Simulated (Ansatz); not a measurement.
## Run report: C$_{3}$H$_{7}$GeN, molecular dynamics (part 4 of 4)

Continued. System: C$_{3}$H$_{7}$GeN. Method: RKS PBE0-D4/def2-SVP (Ansatz 0.2.0). It belongs to a series of runs on one base structure; here: dynamics from the highest image of the converged band.

Geometry of the input (Å):
```
C  -1.0654  -0.2588  0.7927
C  -0.3525  0.7886  -0.0265
Ge 1.6569  -0.5607  -0.0744
C  -1.0564  1.3602  -1.1071
N  -1.6481  1.9085  -1.9550
H  -1.9987  0.2217  1.1250
H  -1.3611  -1.1927  0.2746
H  -0.5233  -0.5283  1.7150
H  0.6002  0.5350  -0.7222
H  2.8023  -0.0449  -0.9574
H  1.1543  -1.9610  -0.4437
H  1.8686  -0.3228  1.4132
```

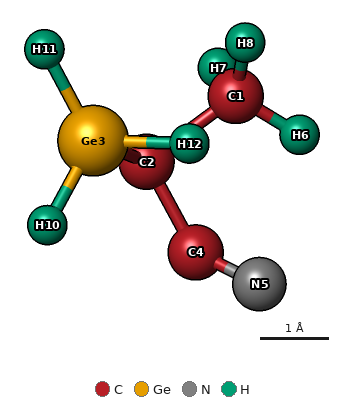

Figure 1. The geometry at step 156 of the log (ball-and-stick view, seen at a tilt; atoms are numbered from 1 in the order of the input).

## Trajectory as extended XYZ, continued
```
12
Properties=species:S:1:pos:R:3:forces:R:3 step=111 time_fs=55.5 energy=-61207.71080 temperature=1831.3
C    -1.1524   -0.2621    0.8735    0.6217   1.6725  -1.9575
C    -0.3707   -0.0701   -0.5798    1.7256   2.3437   2.6277
Ge    1.5939   -0.4362   -0.0586    0.2409  -0.3125  -0.7056
C    -0.6981    1.3654   -1.0526   -3.2096  -1.6171  -2.1805
N    -1.5047    2.0037   -1.6622    2.9465  -0.7808   1.9739
H    -1.6527    0.7267    0.8910   -0.5691  -0.6259   0.4003
H    -1.8769   -1.0811    1.0123    0.3544   0.0181  -0.2609
H    -0.4211   -0.1418    1.6950   -0.1706  -0.7233  -0.1170
H    -0.3415   -0.7289   -1.4589   -0.9942  -0.2042   0.2106
H     2.5350   -0.2320   -1.2983   -0.2712   0.1249   0.3376
H     1.4777   -1.9639    0.1018    0.0296  -0.1221   0.0985
H     2.3562    0.0498    1.2322   -0.7040   0.2267  -0.4270
12
Properties=species:S:1:pos:R:3:forces:R:3 step=117 time_fs=58.5 energy=-61208.14230 temperature=2164.8
C    -1.1502   -0.2405    0.8310    0.4536   1.2511  -0.7732
C    -0.3990   -0.1050   -0.5732    2.0560   0.7150   0.9951
Ge    1.5833   -0.4240   -0.0621    0.2053   0.0181  -0.7955
C    -0.6674    1.2726   -1.0839   -3.2280  -0.5214  -1.5275
N    -1.4486    2.0129   -1.5839    2.5234  -0.7039   1.1556
H    -1.6472    0.7397    0.8704   -0.4998  -0.2565   0.4100
H    -1.9042   -1.0188    1.0796    0.6596  -0.0153  -0.5657
H    -0.3547   -0.1238    1.5928   -0.5683  -0.6242   0.2448
H    -0.4570   -0.8154   -1.4413   -0.6297   0.3159   0.8186
H     2.5340   -0.2007   -1.2873   -0.2786   0.1771   0.2777
H     1.5936   -1.9406    0.1135   -0.0228  -0.2924   0.2697
H     2.2416    0.2402    1.2124   -0.6708  -0.0637  -0.5096
12
Properties=species:S:1:pos:R:3:forces:R:3 step=122 time_fs=61.0 energy=-61208.49848 temperature=2439.8
C    -1.1459   -0.2154    0.7911    0.1832   0.8198   0.3838
C    -0.4115   -0.1295   -0.5615    1.9538  -0.3314  -0.0075
Ge    1.5746   -0.4138   -0.0658   -0.1271  -0.2454  -0.7612
C    -0.6594    1.1919   -1.1186   -2.3507  -0.0732  -0.6683
N    -1.3899    2.0174   -1.5131    1.4843   0.0539   0.1514
H    -1.6750    0.7325    0.8797   -0.3126   0.2318   0.2881
H    -1.8869   -0.9696    1.1002    0.4212  -0.4930  -0.7280
H    -0.3336   -0.1493    1.5231   -0.4798  -0.2735   0.7491
H    -0.5956   -0.8711   -1.3782   -0.1653   0.2417   0.6212
H     2.5157   -0.1631   -1.2607   -0.0636   0.2263  -0.0530
H     1.6888   -1.9379    0.1401   -0.0740   0.0335   0.3272
H     2.1023    0.3963    1.1636   -0.4694  -0.1904  -0.3027
12
Properties=species:S:1:pos:R:3:forces:R:3 step=128 time_fs=64.0 energy=-61208.62208 temperature=2535.7
C    -1.1398   -0.1797    0.7466   -0.4269   0.7310   2.3925
C    -0.4137   -0.1612   -0.5477    1.6077  -1.1078  -0.9539
Ge    1.5641   -0.4018   -0.0709   -0.4005  -0.6248  -0.6274
C    -0.6652    1.0950   -1.1647   -1.5505   0.8588  -0.1922
N    -1.3112    2.0232   -1.4273    0.7569   0.5302  -0.5687
H    -1.7287    0.7377    0.9115    0.2689   0.0418  -0.0375
H    -1.8364   -0.9517    1.0680   -0.0450  -0.8893  -0.7721
H    -0.3453   -0.1991    1.4978   -0.3844   0.1877   0.8611
H    -0.7731   -0.9229   -1.2584    0.3486  -0.2066  -0.0033
H     2.4900   -0.1003   -1.2346    0.1746   0.2241  -0.3942
H     1.7966   -1.9293    0.1973   -0.1740   0.5123   0.2989
H     1.8998    0.5687    1.0830   -0.1753  -0.2574  -0.0031
12
Properties=species:S:1:pos:R:3:forces:R:3 step=133 time_fs=66.5 energy=-61208.52940 temperature=2464.0
C    -1.1369   -0.1462    0.7221   -0.8853  -0.3034   4.0783
C    -0.4067   -0.1935   -0.5412    0.9216  -1.6546  -1.6908
Ge    1.5550   -0.3924   -0.0759   -0.2509  -0.3548  -0.5812
C    -0.6789    1.0190   -1.2044   -1.4820   2.4645  -0.1717
N    -1.2416    2.0301   -1.3582    0.9303  -0.3090  -0.7816
H    -1.7595    0.7463    0.9368    0.4576  -0.1149  -0.3283
H    -1.7935   -0.9896    0.9907   -0.0121  -0.2639  -0.7134
H    -0.3815   -0.2306    1.5306   -0.4811   0.4434   0.3462
H    -0.8992   -0.9759   -1.1546    0.8774  -0.1883  -0.1711
H     2.4779   -0.0338   -1.2358    0.0884   0.0906  -0.2823
H     1.8755   -1.8915    0.2647   -0.2236   0.5984   0.2497
H     1.7183    0.6951    1.0136    0.0598  -0.4080   0.0463
12
Properties=species:S:1:pos:R:3:forces:R:3 step=139 time_fs=69.5 energy=-61208.27440 temperature=2266.8
C    -1.1390   -0.1093    0.7189   -0.7088  -2.3845   3.8046
C    -0.3928   -0.2429   -0.5443   -0.2827  -1.3619  -1.6731
Ge    1.5438   -0.3813   -0.0824    0.0547   0.6798  -0.6468
C    -0.7051    0.9445   -1.2528   -1.1433   3.8132   0.2937
N    -1.1528    2.0360   -1.2799    1.0570  -1.6836  -1.1444
H    -1.7660    0.7523    0.9416   -0.0555   0.3120  -0.4522
H    -1.7433   -1.0487    0.8469   -0.0960   0.8139  -0.0333
H    -0.4603   -0.2342    1.5955   -0.1969   0.4512  -0.1110
H    -0.9793   -1.0529   -1.0441    1.3337  -0.0663  -0.3670
H     2.4682    0.0514   -1.2563   -0.1912  -0.1863   0.1256
H     1.9532   -1.8022    0.3653   -0.1680   0.2636   0.2370
H     1.5069    0.8131    0.9328    0.3970  -0.6510  -0.0330
12
Properties=species:S:1:pos:R:3:forces:R:3 step=144 time_fs=72.0 energy=-61208.01668 temperature=2067.6
C    -1.1447   -0.0905    0.7369   -0.4514  -2.7631   1.8869
C    -0.3823   -0.2913   -0.5560   -0.8929  -0.0164  -0.9341
Ge    1.5345   -0.3716   -0.0884    0.1230   1.4660  -0.6823
C    -0.7332    0.9025   -1.2916   -0.3177   3.3514   1.0922
N    -1.0739    2.0335   -1.2200    0.7004  -1.9542  -1.5310
H    -1.7716    0.7742    0.9162   -0.2722   0.3413  -0.5157
H    -1.7094   -1.0524    0.7233   -0.6527   0.8498   0.8419
H    -0.5388   -0.2086    1.6461    0.3416   0.2098   0.0440
H    -0.9627   -1.1237   -0.9764    1.0719  -0.3764  -0.7465
H     2.4494    0.1115   -1.2676   -0.2549  -0.3673   0.2937
H     2.0069   -1.7092    0.4649   -0.0781  -0.0852   0.2421
H     1.3557    0.8703    0.8642    0.6830  -0.6557   0.0088
12
Properties=species:S:1:pos:R:3:forces:R:3 step=150 time_fs=75.0 energy=-61207.76566 temperature=1873.5
C    -1.1547   -0.0848    0.7702   -0.5016  -1.2869  -0.2063
C    -0.3754   -0.3489   -0.5758   -1.2373   1.3478  -0.0470
Ge    1.5235   -0.3583   -0.0964    0.1204   1.5204  -0.4091
C    -0.7685    0.8732   -1.3306    0.8002   1.4575   1.8939
N    -0.9756    2.0201   -1.1568    0.0888  -1.1940  -1.8047
H    -1.7928    0.8190    0.8455    0.3261  -0.4729  -0.4287
H    -1.7242   -0.9987    0.6417   -1.3104  -0.0616   1.3445
H    -0.6066   -0.1625    1.7105    0.5365  -0.0741   0.0430
H    -0.8631   -1.2394   -0.9534    0.4338  -0.4642  -0.7896
H     2.4091    0.1551   -1.2604    0.0017  -0.3996   0.0902
H     2.0643   -1.6028    0.6021   -0.1285  -0.0949   0.0507
H     1.2284    0.8904    0.7845    0.8704  -0.2774   0.2632
12
Properties=species:S:1:pos:R:3:forces:R:3 step=156 time_fs=78.0 energy=-61207.58431 temperature=1732.9
C    -1.1684   -0.0896    0.8026   -0.6890  -1.4045  -1.3771
C    -0.3777   -0.3981   -0.5963   -1.7403   0.7837   0.3400
Ge    1.5126   -0.3433   -0.1048    0.1465   0.9413   0.1941
C    -0.7982    0.8546   -1.3563    1.5700  -0.1093   2.2563
N    -0.8765    1.9992   -1.1048   -0.3232  -0.4568  -1.8784
H    -1.7890    0.8300    0.7412    0.5750  -0.4494   0.0667
H    -1.8417   -0.9423    0.6718   -0.6500  -0.0374   1.2442
H    -0.6327   -0.1216    1.7732    0.1583  -0.1802  -0.5838
H    -0.7232   -1.3835   -0.9924    0.0797   0.7694  -0.1081
H     2.3701    0.1654   -1.2472    0.4016  -0.2816  -0.3420
H     2.1094   -1.5028    0.7418   -0.3325   0.1300  -0.3646
H     1.1743    0.8882    0.7278    0.8039   0.2948   0.5528
12
Properties=species:S:1:pos:R:3:forces:R:3 step=161 time_fs=80.5 energy=-61207.41562 temperature=1602.8
C    -1.1837   -0.1016    0.8225   -1.1517  -2.5063  -1.9469
C    -0.3889   -0.4344   -0.6116   -1.6099   0.4210   0.7411
Ge    1.5037   -0.3299   -0.1117    0.1565   0.8761   0.5501
C    -0.8146    0.8394   -1.3653    1.9634  -0.3688   2.4013
N    -0.7954    1.9793   -1.0703   -0.5533  -0.5339  -1.9889
H    -1.7508    0.8121    0.6562    0.2667   0.3059   0.3981
H    -1.9831   -0.8970    0.7778    0.5675   0.4545   0.8384
H    -0.6412   -0.0986    1.7917    0.0926  -0.1742  -0.6672
H    -0.6014   -1.4613   -1.0362   -0.4538   1.2211   0.1960
H     2.3614    0.1546   -1.2557    0.4682  -0.2591  -0.4266
H     2.1264   -1.4128    0.8364   -0.4098   0.0943  -0.6059
H     1.1821    0.9021    0.7146    0.6637   0.4695   0.5105
12
Properties=species:S:1:pos:R:3:forces:R:3 step=167 time_fs=83.5 energy=-61207.31385 temperature=1523.8
C    -1.2097   -0.1317    0.8336   -1.4479  -1.9785  -2.1372
C    -0.4125   -0.4744   -0.6246   -1.0701   1.3132   1.5520
Ge    1.4932   -0.3127   -0.1193    0.1800   1.5718   0.5463
C    -0.8212    0.8190   -1.3603    2.3050  -0.0302   2.4137
N    -0.7013    1.9520   -1.0403   -0.8510  -0.9057  -2.1696
H    -1.6837    0.8125    0.5861    0.1292   0.3746   0.6847
H    -2.1089   -0.8115    0.9657    1.0690   0.1841  -0.0148
H    -0.6405   -0.0844    1.7664    0.4308  -0.1340  -0.1938
H    -0.4940   -1.4696   -1.0776   -1.0529   0.1682  -0.1300
H     2.3841    0.1200   -1.2957    0.0961  -0.3760  -0.0294
H     2.1159   -1.3006    0.9037   -0.2765  -0.2970  -0.5387
H     1.2432    0.9518    0.7350    0.4883   0.1094   0.0167
12
Properties=species:S:1:pos:R:3:forces:R:3 step=172 time_fs=86.0 energy=-61207.26028 temperature=1482.6
C    -1.2388   -0.1676    0.8312   -0.4942  -0.1567  -1.6496
C    -0.4384   -0.5009   -0.6272   -0.8115   1.7541   1.9352
Ge    1.4846   -0.2970   -0.1252    0.1579   2.0439   0.3404
C    -0.8141    0.8017   -1.3428    2.3764   0.0364   2.1519
N    -0.6268    1.9253   -1.0254   -1.0268  -0.6931  -2.1641
H    -1.6190    0.8348    0.5716    0.0823  -0.3207   0.8712
H    -2.1491   -0.7286    1.1255    0.4544  -0.5340  -0.5542
H    -0.6144   -0.0820    1.7284    0.4419  -0.2061  -0.2126
H    -0.4697   -1.4596   -1.1188   -1.1308  -0.5299  -0.3447
H     2.4110    0.0671   -1.3327   -0.2576  -0.4176   0.3022
H     2.0888   -1.2253    0.9248   -0.0646  -0.7173  -0.2540
H     1.3266    1.0019    0.7551    0.2725  -0.2591  -0.4217
12
Properties=species:S:1:pos:R:3:forces:R:3 step=178 time_fs=89.0 energy=-61207.28975 temperature=1505.4
C    -1.2761   -0.2116    0.8182    1.2704   0.9127  -0.3817
C    -0.4749   -0.5225   -0.6182   -0.7006   0.3779   1.2119
Ge    1.4744   -0.2760   -0.1319    0.1000   1.6100   0.2831
C    -0.7902    0.7808   -1.3080    2.0143  -0.4023   1.5301
N    -0.5432    1.8899   -1.0198   -0.9740   0.4251  -1.8812
H    -1.5388    0.8387    0.6197   -0.3901  -0.3790   0.5905
H    -2.1635   -0.6715    1.2737   -0.0109  -0.9157  -0.8913
H    -0.5532   -0.0976    1.6628   -0.0779  -0.4863  -0.4753
H    -0.5271   -1.4759   -1.1871   -0.8251   0.4130   0.3869
H     2.4233   -0.0282   -1.3547   -0.3916  -0.3133   0.3095
H     2.0511   -1.1914    0.9306    0.0285  -0.8886  -0.0759
H     1.4465    1.0424    0.7463   -0.0430  -0.3534  -0.6066
12
Properties=species:S:1:pos:R:3:forces:R:3 step=183 time_fs=91.5 energy=-61207.39876 temperature=1589.7
C    -1.3010   -0.2439    0.8048    1.7406   0.5994   0.4686
C    -0.5093   -0.5376   -0.6038   -0.6509  -0.2829   0.6710
Ge    1.4660   -0.2570   -0.1373    0.0446   0.3480   0.5154
C    -0.7590    0.7613   -1.2703    1.4732  -0.6995   0.9589
N    -0.4781    1.8622   -1.0240   -0.7695   1.4737  -1.6080
H    -1.4955    0.8192    0.6992   -0.7613   0.1410   0.1429
H    -2.1720   -0.6812    1.3395    0.2694  -0.7664  -1.1786
H    -0.5042   -0.1411    1.5807   -0.3263  -0.6666  -0.0614
H    -0.6298   -1.4697   -1.2233   -0.4162   0.6905   0.7677
H     2.4092   -0.1285   -1.3538   -0.2399  -0.1680  -0.0041
H     2.0203   -1.2193    0.9285   -0.1067  -0.5770  -0.2487
H     1.5450    1.0545    0.7010   -0.2570  -0.0921  -0.4237
12
Properties=species:S:1:pos:R:3:forces:R:3 step=189 time_fs=94.5 energy=-61207.57236 temperature=1723.8
C    -1.3197   -0.2784    0.7916    1.5970   0.7834   0.7237
C    -0.5546   -0.5569   -0.5816   -0.3230   0.3082   0.7619
Ge    1.4560   -0.2340   -0.1431   -0.0608  -1.4993   0.5856
C    -0.7121    0.7339   -1.2189    0.9671   0.0391   0.4101
N    -0.4043    1.8371   -1.0383   -0.6532   1.7076  -1.4894
H    -1.5014    0.8023    0.8054   -0.6980  -0.1047  -0.1723
H    -2.1628   -0.7537    1.3277    0.1842  -0.7094  -1.0507
H    -0.4688   -0.2448    1.4836   -0.2594  -0.6046   0.8287
H    -0.7850   -1.4182   -1.2127   -0.0963  -0.3116   0.2339
H     2.3747   -0.2616   -1.3552   -0.0323  -0.0297  -0.3746
H     1.9742   -1.2945    0.9052   -0.2709   0.0231  -0.4506
H     1.6430    1.0649    0.6160   -0.3543   0.3978  -0.0064
12
Properties=species:S:1:pos:R:3:forces:R:3 step=194 time_fs=97.0 energy=-61207.69006 temperature=1815.0
C    -1.3264   -0.3029    0.7846    1.4262   0.8578   1.2252
C    -0.5942   -0.5716   -0.5592    0.1285   0.5552   0.5391
Ge    1.4476   -0.2161   -0.1474    0.0036  -2.4804   0.2204
C    -0.6674    0.7112   -1.1736    0.7442   1.3616  -0.0386
N    -0.3460    1.8239   -1.0573   -0.7354   1.0362  -1.4374
H    -1.5515    0.7820    0.8842   -0.3443  -0.5971  -0.2796
H    -2.1435   -0.8608    1.2488   -0.1407  -0.6463  -0.7097
H    -0.4584   -0.3703    1.4514   -0.4816  -0.3154   1.0640
H    -0.9220   -1.3890   -1.1852    0.1149  -0.7218  -0.1060
H     2.3419   -0.3749   -1.3778   -0.1154   0.1073  -0.2891
H     1.9191   -1.3586    0.8580   -0.2554   0.3788  -0.3482
H     1.7021    1.0964    0.5423   -0.3447   0.4641   0.1598
12
Properties=species:S:1:pos:R:3:forces:R:3 step=200 time_fs=100.0 energy=-61207.73952 temperature=1852.7
C    -1.3256   -0.3282    0.7852    0.4951  -1.1464   2.4364
C    -0.6408   -0.5863   -0.5295    0.5091   0.1062  -0.6557
Ge    1.4375   -0.1973   -0.1524    0.2082  -2.6047  -0.4091
C    -0.6089    0.6932   -1.1198    0.3638   2.1543  -0.6223
N    -0.2802    1.8139   -1.0881   -0.7508   0.4019  -1.2152
H    -1.6381    0.7155    0.9577   -0.0781  -0.3002  -0.1988
H    -2.1269   -1.0330    1.0976    0.1505   0.2577  -0.5008
H    -0.4873   -0.5423    1.4914   -0.9119   0.2596   0.5976
H    -1.0722   -1.3999   -1.1540    0.7617   0.1449   0.2965
H     2.2916   -0.5006   -1.4245   -0.3518   0.3806   0.1159
H     1.8345   -1.4068    0.7770   -0.0540   0.4283   0.0895
H     1.7456    1.1655    0.4647   -0.3420  -0.0823   0.0659
```
